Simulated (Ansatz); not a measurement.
Cell of rutile IrO2 (0 0 1) on antifluorite Mg2Si (0 0 1) (film strained to the substrate, started from cuts of the bulks and a machine-learned relaxation; slabs Mg10Si6 and Ir6O12, which can lie off the formulas), relaxed at this level with a, b, gamma of the cell held:

```yaml
crystal:
  lattice:
    - [4.49915, -0.00014, 0.05968]
    - [-0.00052, 4.49926, 0.04545]
    - [1.12816, -0.49357, 25.94927]
  atoms:
    - { symbol: Mg, position: [0.48541, 0.10664, 0.07335] }
    - { symbol: Mg, position: [0.99016, 0.60020, 0.07336] }
    - { symbol: Mg, position: [0.40388, 0.11031, 0.32080] }
    - { symbol: Mg, position: [0.90508, 0.60746, 0.31909] }
    - { symbol: Mg, position: [0.94639, 0.60618, 0.19726] }
    - { symbol: Mg, position: [0.44540, 0.10672, 0.19763] }
    - { symbol: Mg, position: [0.29905, 0.68224, 0.60954] }
    - { symbol: Mg, position: [0.81838, 0.86495, 0.54427] }
    - { symbol: Mg, position: [0.86023, 0.60391, 0.44017] }
    - { symbol: Mg, position: [0.36061, 0.10862, 0.44637] }
    - { symbol: Si, position: [0.96559, 0.10299, 0.13594] }
    - { symbol: Si, position: [0.52172, 0.61422, 0.00915] }
    - { symbol: Si, position: [0.88408, 0.10887, 0.38066] }
    - { symbol: Si, position: [0.42553, 0.60863, 0.25819] }
    - { symbol: Si, position: [0.81258, 0.25442, 0.62351] }
    - { symbol: Si, position: [0.33793, 0.61360, 0.50458] }
    - { symbol: Ir, position: [0.26536, 0.25157, 0.72637] }
    - { symbol: Ir, position: [0.78944, 0.74931, 0.65713] }
    - { symbol: O, position: [0.56271, 0.93775, 0.72575] }
    - { symbol: O, position: [0.07956, 0.09199, 0.66022] }
    - { symbol: O, position: [0.50187, 0.40022, 0.65959] }
    - { symbol: O, position: [0.97112, 0.57020, 0.72590] }
    - { symbol: Ir, position: [0.22359, 0.25823, 0.84990] }
    - { symbol: Ir, position: [0.74618, 0.75624, 0.78527] }
    - { symbol: O, position: [0.53288, 0.94801, 0.84740] }
    - { symbol: O, position: [0.04622, 0.07383, 0.78732] }
    - { symbol: O, position: [0.44397, 0.43823, 0.78741] }
    - { symbol: O, position: [0.92340, 0.57525, 0.84738] }
    - { symbol: Ir, position: [0.18864, 0.27378, 0.98439] }
    - { symbol: Ir, position: [0.70646, 0.76301, 0.90788] }
    - { symbol: O, position: [0.47984, 0.93179, 0.97440] }
    - { symbol: O, position: [0.00710, 0.06933, 0.90953] }
    - { symbol: O, position: [0.40667, 0.45396, 0.90759] }
    - { symbol: O, position: [0.85433, 0.56601, 0.97460] }
```

These are PBE (plane waves to 420 eV, PAW; Ansatz, an electronic-structure program) values and carry that method's errors. Spin–orbit coupling is left out; the runs are not spin-polarised. Its k-point mesh 7×7×1, Fermi–Dirac width 0.05 eV.

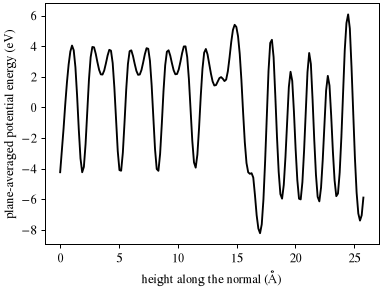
Smooth (PAW) electrostatic potential energy of an electron, averaged over planes, about its mean

The curve spans 14.3 eV over the stretch drawn.
